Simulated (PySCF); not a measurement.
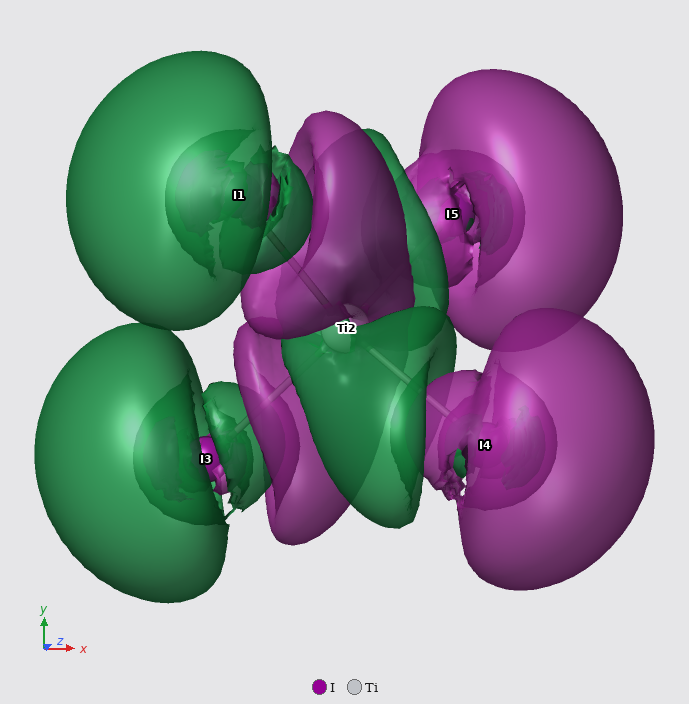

Figure 1: I$_{4}$Ti, SMILES `I[Ti](I)(I)I`. Change of the electron density in a uniform field of 0.21 V/Å, surfaces at ±0.001 e/Å³ (green: gain, purple: loss).

Computed with PySCF, ωB97X/def2-TZVP, geometry: GFN2-xTB. Core potentials replace the inner electrons of I; spin–orbit coupling isn't included. This is a single-reference result, which may miss multireference character in this system. No frequency check shows the geometry to be a minimum. A basis without diffuse functions makes polarisabilities too small. GFN2-xTB bond lengths at metals and heavier atoms can be off by up to 0.1 Å and shapes distorted, which carries into these values.

Coordinates in Å:

```
I1      -1.5257    1.5235    1.5278
Ti2     -0.0001    0.0000   -0.0001
I3      -1.5257   -1.5235   -1.5278
I4       1.5258   -1.5278    1.5235
I5       1.5257    1.5279   -1.5235
```

Along which Cartesian direction does the field point?

Along +x: electrons gather on the −x side, against the field.

How large is the response?

The induced dipole is 1.92 D (along the field); α along this axis, from the fields in both directions, is 189 bohr³ (28.0 Å³).

Which atoms gain and lose the most charge?

Electrons gather most on I1 and I3 alike (Hirshfeld charge changes by −0.033 e) and leave I4 and I5 alike most (+0.034 e); 0.126 electrons are displaced in all.
